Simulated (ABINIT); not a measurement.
# A GW chain in ABINIT: NaF (Villiaumite), part 2 of 3

How does a plane-wave GW calculation on NaF (Villiaumite) run from the first input to the gap?

ABINIT 10.8.3; PBEsol and many-body steps on it, plane waves. Known limits of the many-body steps: not at the basis limit; coarse k mesh.

So far. Step 2 (Ground state): The gap is direct, at Γ.

### Step 3. Bands along the symmetry lines

Level of this step: DFT, PBEsol, plane waves, norm-conserving pseudopotentials (ABINIT).

Levels along a band path, at the cheap level, show where the edges lie and whether the meshes to come will hold them.

File run.abi:

```
acell 3*1.0 Angstrom
rprim 
  -0.000000000000 2.320000000000 2.320000000000
  2.320000000000 -0.000000000000 2.320000000000
  2.320000000000 2.320000000000 -0.000000000000
ntypat 2
znucl 11 9
natom 2
typat 1 2
xred 
  0.000000000000 0.000000000000 0.000000000000
  0.500000000000 0.500000000000 0.500000000000
pp_dirpath "pseudos"
pseudos "Na.upf, F.upf"
ecut 38
iscf -2
irdden 1
kptopt 0
nkpt 50
kpt 
  0.00000000 0.00000000 0.00000000
  0.06250000 0.00000000 0.06250000
  0.12500000 0.00000000 0.12500000
  0.18750000 0.00000000 0.18750000
  0.25000000 0.00000000 0.25000000
  0.31250000 0.00000000 0.31250000
  0.37500000 0.00000000 0.37500000
  0.43750000 0.00000000 0.43750000
  0.50000000 0.00000000 0.50000000
  0.51562500 0.03125000 0.51562500
  0.53125000 0.06250000 0.53125000
  0.54687500 0.09375000 0.54687500
  0.56250000 0.12500000 0.56250000
  0.57812500 0.15625000 0.57812500
  0.59375000 0.18750000 0.59375000
  0.60937500 0.21875000 0.60937500
  0.62500000 0.25000000 0.62500000
  0.37500000 0.37500000 0.75000000
  0.32812500 0.32812500 0.65625000
  0.28125000 0.28125000 0.56250000
  0.23437500 0.23437500 0.46875000
  0.18750000 0.18750000 0.37500000
  0.14062500 0.14062500 0.28125000
  0.09375000 0.09375000 0.18750000
  0.04687500 0.04687500 0.09375000
  0.00000000 0.00000000 0.00000000
  0.06250000 0.06250000 0.06250000
  0.12500000 0.12500000 0.12500000
  0.18750000 0.18750000 0.18750000
  0.25000000 0.25000000 0.25000000
  0.31250000 0.31250000 0.31250000
  0.37500000 0.37500000 0.37500000
  0.43750000 0.43750000 0.43750000
  0.50000000 0.50000000 0.50000000
  0.50000000 0.46875000 0.53125000
  0.50000000 0.43750000 0.56250000
  0.50000000 0.40625000 0.59375000
  0.50000000 0.37500000 0.62500000
  0.50000000 0.34375000 0.65625000
  0.50000000 0.31250000 0.68750000
  0.50000000 0.28125000 0.71875000
  0.50000000 0.25000000 0.75000000
  0.50000000 0.21875000 0.71875000
  0.50000000 0.18750000 0.68750000
  0.50000000 0.15625000 0.65625000
  0.50000000 0.12500000 0.62500000
  0.50000000 0.09375000 0.59375000
  0.50000000 0.06250000 0.56250000
  0.50000000 0.03125000 0.53125000
  0.50000000 0.00000000 0.50000000
istwfk *1
nband 15
nbdbuf 2
tolwfr 1e-08
nstep 40
prtwf 0
prtvol 0
indata_prefix "in"
outdata_prefix "out"
tmpdata_prefix "tmp"
```

Run with:

```console
> OMP_NUM_THREADS=1 mpirun -n 4 abinit run.abi > log
```

Numbers of over 12 decimals in the logs are rounded to 6 here.

The log of the run:

```text
.Version 10.8.3 of ABINIT. v10.8.2 released Aug 2026.

 Symmetries : space group Fm -3 m (#225); Bravais cF (face-center cubic)
[... echo of the input left out ...]
== DATASET  1 ==================================================================
-   mpi_nproc: 4, omp_nthreads: 1 (-1 if OMP is not activated)

--- !DatasetInfo
iteration_state: {dtset: 1, }
dimensions: {natom: 2, nkpt: 50, mband: 15, nsppol: 1, nspinor: 1, nspden: 1, mpw: 1917, }
cutoff_energies: {ecut:  38.0, pawecutdg:  -1.0, }
electrons: {nelect:   1.60000000E+01, charge:   0.00000000E+00, occopt:   1.00000000E+00, tsmear:   1.00000000E-02, }

 Real(R)+Recip(G) space primitive vectors, cartesian coordinates (Bohr,Bohr^-1):
 R(1)=  0.0000000  4.3841646  4.3841646  G(1)= -0.1140468  0.1140468  0.1140468
 R(2)=  4.3841646  0.0000000  4.3841646  G(2)=  0.1140468 -0.1140468  0.1140468
 R(3)=  4.3841646  4.3841646  0.0000000  G(3)=  0.1140468  0.1140468 -0.1140468
 Unit cell volume ucvol=  1.6853517E+02 bohr^3
 Angles (23,13,12)=  6.00000000E+01  6.00000000E+01  6.00000000E+01 degrees

 getcut: wavevector=  0.0000  0.0000  0.0000  ngfft=  36  36  36
         ecut(hartree)=     38.000   => boxcut(ratio)=   2.09240

--- Pseudopotential description ------------------------------------------------
- Na Generated using ONCVPSP code by D. R. Hamann
- 11.00000   9.00000  180301                  znucl, zion, pspdat
12 -116133 1 -1 2016                          pspcod,pspxc,lmax,lloc,mmax
     nproj     2     2     0
  pspatm : epsatm=    9.32918808
         --- l  ekb(1:nproj) -->
             0    2.657905   -0.678300
             1   -6.761319   -2.404728
 pspatm: atomic psp has been read  and splines computed

- F Generated using ONCVPSP code by D. R. Hamann
-  9.00000   7.00000  180301                  znucl, zion, pspdat
12 -116133 2 -1 832                           pspcod,pspxc,lmax,lloc,mmax
     nproj     2     2     1
  pspatm : epsatm=    4.89824381
         --- l  ekb(1:nproj) -->
             0    6.506434    1.065875
[...]
2   -2.394754
 pspatm: atomic psp has been read  and splines computed

--------------------------------------------------------------------------------

================================================================================
 prteigrs : about to open file out_EIG
 Non-SCF case, kpt    1 (  0.00000  0.00000  0.00000), residuals and eigenvalues=
  7.19E-09  1.24E-09  1.47E-09  4.36E-09  7.57E-09  9.87E-10  7.36E-09  9.32E-09
  3.52E-09  5.08E-10  3.61E-09  8.49E-09  2.40E-09  3.65E-09  3.80E-08
 -1.7737E+00 -7.5210E-01 -7.4655E-01 -7.4655E-01 -7.4655E-01 -5.4556E-02
 -5.4556E-02 -5.4556E-02  1.7257E-01  6.4004E-01  6.4004E-01  6.4004E-01
[...]
Non-SCF case, kpt    2 (  0.06250  0.00000  0.06250), residuals and eigenvalues=
  3.82E-09  2.94E-09  1.89E-09  4.81E-09  1.90E-09  5.13E-09  1.75E-09  7.87E-10
[...]
2.24E-09  8.69E-09  3.18E-09  7.75E-09  4.12E-09  4.29E-09  2.60E-09  7.29E-09
  4.77E-09  2.44E-09  1.10E-09  7.22E-09  3.60E-09  2.87E-09  6.10E-09
[...]
Non-SCF case, kpt   49 (  0.50000  0.03125  0.53125), residuals and eigenvalues=
[...]
Non-SCF case, kpt   50 (  0.50000  0.00000  0.50000), residuals and eigenvalues=
[...]
-1.7730E+00 -7.5172E-01 -7.4850E-01 -7.4850E-01 -7.4300E-01 -1.0180E-01
 -6.9487E-02 -6.9487E-02  4.2184E-01  4.2876E-01  4.4297E-01  6.6616E-01
[...]
--- !ResultsGS
iteration_state: {dtset: 1, }
comment   : Summary of ground state results
lattice_vectors:
- [ -0.0000000,   4.3841646,   4.3841646, ]
- [  4.3841646,  -0.0000000,   4.3841646, ]
- [  4.3841646,   4.3841646,  -0.0000000, ]
lattice_lengths: [   6.20015,    6.20015,    6.20015, ]
lattice_angles: [ 60.000,  60.000,  60.000, ] # degrees, (23, 13, 12)
lattice_volume:   1.6853517E+02
convergence: {deltae:  0.000E+00, res2:  0.000E+00, residm:  9.992E-09, diffor:  0.000E+00, }
etotal    :  -7.03042563E+01
entropy   :   0.00000000E+00
fermie    :  -5.45562277E-02
cartesian_stress_tensor: null
pressure_GPa: null
xred      :
- [  0.0000E+00,   0.0000E+00,   0.0000E+00, Na]
- [  5.0000E-01,   5.0000E-01,   5.0000E-01,  F]
cartesian_forces: null
force_length_stats: {min: null, max: null, mean: null, }

 Integrated electronic density in atomic spheres:
 ------------------------------------------------
 Atom  Sphere_radius  Integrated_density
[...]
================================================================================

 ----iterations are completed or convergence reached----

 Mean square residual over all n,k,spin=   35.177E-10; max=  99.925E-10
 reduced coordinates (array xred) for    2 atoms
       0.000000000000      0.000000000000      0.000000000000
       0.500000000000      0.500000000000      0.500000000000

 cartesian coordinates (angstrom) at end:
    1      0.000000     0.000000     0.000000
    2      2.320000     2.320000     2.320000
 length scales=  1.889726125908  1.889726125908  1.889726125908 bohr
              =  1.000000000000  1.000000000000  1.000000000000 angstroms
 prteigrs : about to open file out_EIG
 Eigenvalues (hartree) for nkpt=  50  k points:
 kpt#   1, nband= 15, wtk=  1.00000, kpt=  0.0000  0.0000  0.0000 (reduced coord)
[...]
kpt#   2, nband= 15, wtk=  1.00000, kpt=  0.0625  0.0000  0.0625 (reduced coord)
[...]
kpt#   3, nband= 15, wtk=  1.00000, kpt=  0.1250  0.0000  0.1250 (reduced coord)
[...]
kpt#  49, nband= 15, wtk=  1.00000, kpt=  0.5000  0.0313  0.5313 (reduced coord)
  -1.77305   -0.75169   -0.75003   -0.74853   -0.74142   -0.10153   -0.06985   -0.06973
   0.42188    0.42866    0.44437    0.66195    0.66845    0.82830    1.00123
 kpt#  50, nband= 15, wtk=  1.00000, kpt=  0.5000  0.0000  0.5000 (reduced coord)
  -1.77305   -0.75172   -0.74850   -0.74850   -0.74300   -0.10180   -0.06949   -0.06949
   0.42184    0.42876    0.44297    0.66616    0.66616    0.82396    1.00144

== END DATASET(S) ==============================================================
================================================================================

 -outvars: echo values of variables after computation  --------
            nband          15
             nkpt          50
          spgroup         225
 [... the other variables as echoed above ...]

 Calculation completed.
```

The job ended after 5.7 s (4 MPI ranks of Arm Neoverse V1, shared host; peak memory 0.26 GiB; 22 s of CPU time).

Numbers from this step:

```
gap                        : 6.181 eV
k of the valence top       : 0, 0, 0
k of the conduction bottom : 0, 0, 0
least direct gap           : 6.181 eV
```

The gap is 6.181 eV, as in the run before at this level.

The electronic bands at the labelled points (eV, zero at the top of the highest filled band; v1 is the highest filled band, c1 the lowest empty one):

| point | v4 | v3 | v2 | v1 | c1 | c2 | c3 | c4 |
| --- | --- | --- | --- | --- | --- | --- | --- | --- |
| Γ | -18.83 | 0.00 | 0.00 | 0.00 | 6.18 | 18.90 | 18.90 | 18.90 |
| X | -18.73 | -1.29 | -0.41 | -0.41 | 12.96 | 13.15 | 13.54 | 19.61 |
| U | -18.34 | -1.07 | -0.83 | -0.37 | 12.67 | 13.05 | 14.64 | 19.28 |
| jump to K | -18.34 | -1.07 | -0.83 | -0.37 | 12.67 | 13.05 | 14.64 | 19.28 |
| Γ | -18.83 | 0.00 | 0.00 | 0.00 | 6.18 | 18.90 | 18.90 | 18.90 |
| L | -18.02 | -1.59 | -0.25 | -0.25 | 10.62 | 12.33 | 19.98 | 19.98 |
| W | -18.32 | -0.88 | -0.88 | -0.57 | 13.04 | 13.04 | 15.13 | 16.77 |
| X | -18.73 | -1.29 | -0.41 | -0.41 | 12.96 | 13.15 | 13.54 | 19.61 |

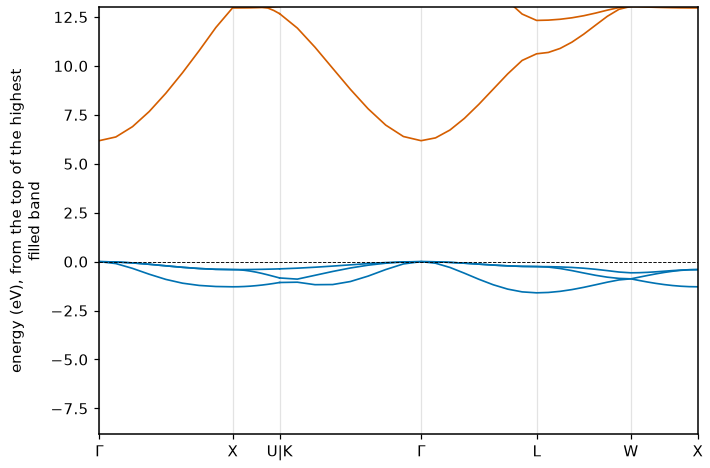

Electronic bands along the path; lines of filled and empty bands in two colours.

### Step 4. Empty states on the mesh, 4×4×4 mesh, 30 bands

The sums over transitions need many empty states on a uniform mesh; this step solves for them.

File run.abi:

```
acell 3*1.0 Angstrom
rprim 
  -0.000000000000 2.320000000000 2.320000000000
  2.320000000000 -0.000000000000 2.320000000000
  2.320000000000 2.320000000000 -0.000000000000
ntypat 2
znucl 11 9
natom 2
typat 1 2
xred 
  0.000000000000 0.000000000000 0.000000000000
  0.500000000000 0.500000000000 0.500000000000
pp_dirpath "pseudos"
pseudos "Na.upf, F.upf"
ecut 38
ngkpt 4 4 4
nshiftk 1
shiftk 0 0 0
kptopt 1
chksymbreak 0
iscf -2
irdden 1
istwfk *1
nband 30
nbdbuf 4
tolwfr 1e-09
nstep 60
prtvol 0
indata_prefix "in"
outdata_prefix "out"
tmpdata_prefix "tmp"
```

The log of the run:

```text
.Version 10.8.3 of ABINIT. v10.8.2 released Aug 2026.

 Symmetries : space group Fm -3 m (#225); Bravais cF (face-center cubic)
[... echo of the input left out ...]
== DATASET  1 ==================================================================
-   mpi_nproc: 4, omp_nthreads: 1 (-1 if OMP is not activated)

--- !DatasetInfo
iteration_state: {dtset: 1, }
dimensions: {natom: 2, nkpt: 8, mband: 30, nsppol: 1, nspinor: 1, nspden: 1, mpw: 1917, }
cutoff_energies: {ecut:  38.0, pawecutdg:  -1.0, }
electrons: {nelect:   1.60000000E+01, charge:   0.00000000E+00, occopt:   1.00000000E+00, tsmear:   1.00000000E-02, }

 Real(R)+Recip(G) space primitive vectors, cartesian coordinates (Bohr,Bohr^-1):
 R(1)=  0.0000000  4.3841646  4.3841646  G(1)= -0.1140468  0.1140468  0.1140468
 R(2)=  4.3841646  0.0000000  4.3841646  G(2)=  0.1140468 -0.1140468  0.1140468
 R(3)=  4.3841646  4.3841646  0.0000000  G(3)=  0.1140468  0.1140468 -0.1140468
 Unit cell volume ucvol=  1.6853517E+02 bohr^3
 Angles (23,13,12)=  6.00000000E+01  6.00000000E+01  6.00000000E+01 degrees

 getcut: wavevector=  0.0000  0.0000  0.0000  ngfft=  36  36  36
         ecut(hartree)=     38.000   => boxcut(ratio)=   2.09240

--- Pseudopotential description ------------------------------------------------
- Na Generated using ONCVPSP code by D. R. Hamann
- 11.00000   9.00000  180301                  znucl, zion, pspdat
12 -116133 1 -1 2016                          pspcod,pspxc,lmax,lloc,mmax
     nproj     2     2     0
  pspatm : epsatm=    9.32918808
         --- l  ekb(1:nproj) -->
             0    2.657905   -0.678300
             1   -6.761319   -2.404728
 pspatm: atomic psp has been read  and splines computed

- F Generated using ONCVPSP code by D. R. Hamann
-  9.00000   7.00000  180301                  znucl, zion, pspdat
12 -116133 2 -1 832                           pspcod,pspxc,lmax,lloc,mmax
     nproj     2     2     1
  pspatm : epsatm=    4.89824381
         --- l  ekb(1:nproj) -->
             0    6.506434    1.065875
[...]
2   -2.394754
 pspatm: atomic psp has been read  and splines computed

--------------------------------------------------------------------------------

================================================================================
 prteigrs : about to open file out_EIG
 Non-SCF case, kpt    1 (  0.00000  0.00000  0.00000), residuals and eigenvalues=
  5.09E-10  7.36E-10  1.38E-10  2.12E-10  7.46E-10  1.84E-10  3.85E-10  1.46E-10
  3.89E-10  1.81E-10  4.41E-10  5.34E-10  2.18E-11  1.79E-10  5.18E-10  1.27E-10
  3.25E-10  3.26E-10  2.58E-10  5.75E-10  2.45E-10  3.87E-10  5.18E-10  4.90E-10
  7.74E-10  3.28E-10  3.56E-08  3.40E-05  5.39E-10  2.81E-10
 -1.7737E+00 -7.5210E-01 -7.4655E-01 -7.4655E-01 -7.4655E-01 -5.4556E-02
 -5.4556E-02 -5.4556E-02  1.7257E-01  6.4004E-01  6.4004E-01  6.4004E-01
  7.3704E-01  8.2696E-01  8.2696E-01  9.2422E-01  9.2422E-01  9.2422E-01
  1.1819E+00  1.1819E+00  1.1819E+00  1.3719E+00  1.7140E+00  1.7140E+00
  1.7140E+00  1.7577E+00  1.8620E+00  1.8621E+00  1.8870E+00  1.8870E+00
 prteigrs : prtvol=0 or 1, do not print more k-points.

--- !ResultsGS
iteration_state: {dtset: 1, }
comment   : Summary of ground state results
lattice_vectors:
- [ -0.0000000,   4.3841646,   4.3841646, ]
- [  4.3841646,  -0.0000000,   4.3841646, ]
- [  4.3841646,   4.3841646,  -0.0000000, ]
lattice_lengths: [   6.20015,    6.20015,    6.20015, ]
lattice_angles: [ 60.000,  60.000,  60.000, ] # degrees, (23, 13, 12)
lattice_volume:   1.6853517E+02
convergence: {deltae:  0.000E+00, res2:  0.000E+00, residm:  9.899E-10, diffor:  0.000E+00, }
etotal    :  -7.03042563E+01
entropy   :   0.00000000E+00
fermie    :  -5.45562277E-02
cartesian_stress_tensor: null
pressure_GPa: null
xred      :
- [  0.0000E+00,   0.0000E+00,   0.0000E+00, Na]
- [  5.0000E-01,   5.0000E-01,   5.0000E-01,  F]
cartesian_forces: null
force_length_stats: {min: null, max: null, mean: null, }

 Integrated electronic density in atomic spheres:
 ------------------------------------------------
 Atom  Sphere_radius  Integrated_density
[...]
================================================================================

 ----iterations are completed or convergence reached----

 Mean square residual over all n,k,spin=   42.245E-11; max=  98.990E-11
 reduced coordinates (array xred) for    2 atoms
       0.000000000000      0.000000000000      0.000000000000
       0.500000000000      0.500000000000      0.500000000000

 cartesian coordinates (angstrom) at end:
    1      0.000000     0.000000     0.000000
    2      2.320000     2.320000     2.320000
 length scales=  1.889726125908  1.889726125908  1.889726125908 bohr
              =  1.000000000000  1.000000000000  1.000000000000 angstroms
 prteigrs : about to open file out_EIG
 Eigenvalues (hartree) for nkpt=   8  k points:
 kpt#   1, nband= 30, wtk=  0.01563, kpt=  0.0000  0.0000  0.0000 (reduced coord)
  -1.77369   -0.75210   -0.74655   -0.74655   -0.74655   -0.05456   -0.05456   -0.05456
   0.17257    0.64004    0.64004    0.64004    0.73704    0.82696    0.82696    0.92422
   0.92422    0.92422    1.18189    1.18189    1.18189    1.37193    1.71396    1.71396
   1.71396    1.75774    1.86203    1.86212    1.88699    1.88699
 prteigrs : prtvol=0 or 1, do not print more k-points.

== END DATASET(S) ==============================================================
================================================================================

 -outvars: echo values of variables after computation  --------
            nband          30
             nkpt           8
          spgroup         225
 [... the other variables as echoed above ...]

 Calculation completed.
```

It took 3.4 s on 4 MPI ranks; peak memory 0.24 GiB; 13 s of CPU time.

Numbers from this step:

| Quantity | Value |
| --- | --- |
| gap | 6.181 eV |
| k of the valence top | 0, 0, 0 |
| k of the conduction bottom | 0, 0, 0 |
| least direct gap | 6.181 eV |
| k points computed | 8 |
| lowest point of the top converged band, above the valence top | 44.04 eV |

On this mesh the gap is 6.181 eV.

### Step 5. Screening, 4×4×4 mesh, 26 bands, screening to 108.8 eV

The RPA dielectric matrix is built and inverted for each q.

This step: RPA screening on PBEsol, plane waves, norm-conserving pseudopotentials.

Changes to run.abi since step 4:

```diff
@@ -20,10 +20,11 @@
 chksymbreak 0
-iscf -2
-irdden 1
 istwfk *1
-nband 30
-nbdbuf 4
-tolwfr 1e-09
-nstep 60
-prtvol 0
+occopt 1
+irdwfk 1
+optdriver 3
+nband 26
+ecuteps 4
+inclvkb 2
+awtr 1
+symchi 1
 indata_prefix "in"
```

The log of the run:

```text
.Version 10.8.3 of ABINIT. v10.8.2 released Aug 2026.

 Symmetries : space group Fm -3 m (#225); Bravais cF (face-center cubic)
[... echo of the input left out ...]
== DATASET  1 ==================================================================
-   mpi_nproc: 4, omp_nthreads: 1 (-1 if OMP is not activated)

--- !DatasetInfo
iteration_state: {dtset: 1, }
dimensions: {natom: 2, nkpt: 8, mband: 26, nsppol: 1, nspinor: 1, nspden: 1, mpw: 1917, }
cutoff_energies: {ecut:  38.0, pawecutdg:  -1.0, }
electrons: {nelect:   1.60000000E+01, charge:   0.00000000E+00, occopt:   1.00000000E+00, tsmear:   1.00000000E-02, }

 SCREENING: Calculation of the susceptibility and dielectric matrices

 Based on a program developped by R.W. Godby, V. Olevano, G. Onida, and L. Reining.
 Incorporated in ABINIT by V. Olevano, G.-M. Rignanese, and M. Torrent.
.Using double precision arithmetic ; gwpc =  8

[... cell and pseudopotentials left out ...]
--------------------------------------------------------------------------------

 ==== K-mesh for the wavefunctions ====
 Number of points in the irreducible wedge :     8
[... list of points left out ...]
 Together with 48 symmetry operations and time-reversal symmetry
 yields    64 points in the full Brillouin Zone.

 ==== Q-mesh for the screening function ====
 Number of points in the irreducible wedge :     8
[... list of points left out ...]
 Together with 48 symmetry operations and time-reversal symmetry
 yields    64 points in the full Brillouin Zone.

 setmesh: FFT mesh size selected  =    24x   24x   24
          total number of points  =        13824

 vcoul_init : cutoff-mode = AUXILIARY_FUNCTION
 q-points for optical limit:   1
     1)      0.000010    0.000020    0.000030

- screening: taking advantage of time-reversal symmetry
- Maximum band index for partially occupied states nbvw = 8
- Remaining bands to be divided among processors   nbcw = 18
- Number of bands treated by each node ~4

 Number of electrons calculated from density =   16.0000; Expected =   16.0000
 average of density, n =  0.094936
 r_s =    1.3599
 omega_plasma =   29.7215 [eV]

 calculating chi0 at frequencies [eV] :
  1    0.000000E+00    0.000000E+00
  2    0.000000E+00    2.972147E+01

--------------------------------------------------------------------------------
  q-point number  1        q = ( 0.000000, 0.000000, 0.000000) [r.l.u.]
--------------------------------------------------------------------------------
[... chi0 elements left out ...]
 For q-point:  0.000010 0.000020 0.000030
  dielectric constant =   1.7975
  dielectric constant without local fields =   1.8673

  Average fulfillment of the sum rule on Im[epsilon] for q-point    1 :     21.46  [%]
[... wings left out ...]
  q-point number  2        q = ( 0.250000, 0.000000, 0.000000) [r.l.u.]
--------------------------------------------------------------------------------
[... chi0 elements left out ...]
  Average fulfillment of the sum rule on Im[epsilon] for q-point    2 :     37.63  [%]

 [... 6 further q-points ...]
```

Wall time 3.7 s (4 MPI ranks); peak memory 0.38 GiB; 15 s of CPU time.

This step gave:

```yaml
eps_infinity_with_local_fields_on_this_mesh_along_the_program_s_q_direction: 1.798
the_same_without_local_fields: 1.867
plasma_frequency: 29.72 eV
plane_waves_in_the_screening_matrix: 59
```

Local fields lower ε∞ by 4 %. On a Γ-centred mesh this coarse the value itself is usually too large, while a short band sum pulls it down.

(Part 2 of 3 ends here.)

[Paths, hosts, dates, memory and timing lines, banners, echoed tables and standing remarks are left out of the program output.]

[Logs are printed without paths, hosts, clocks, repeated set-up lines and the standing remarks that a program may print on its own settings, such as how far it seeks lower states.]

[Runs of the session that timed out or met a known fault of the program may be left out.]

[Hosts, paths, dates, database ids (printed as entryN), source tags and the programs' standing remarks are cut or masked in the printed files.]

[G0W0 gaps are taken among the corrected bands and points alone; a level outside them can change the order at an edge.]

[Where Ansatz stands beside ABINIT at settings called matched, ABINIT's density can come from a denser mesh and the files from another edition; pairs whose starting gaps differed by over 0.03 eV were left out, so agreement reads better than it is.]
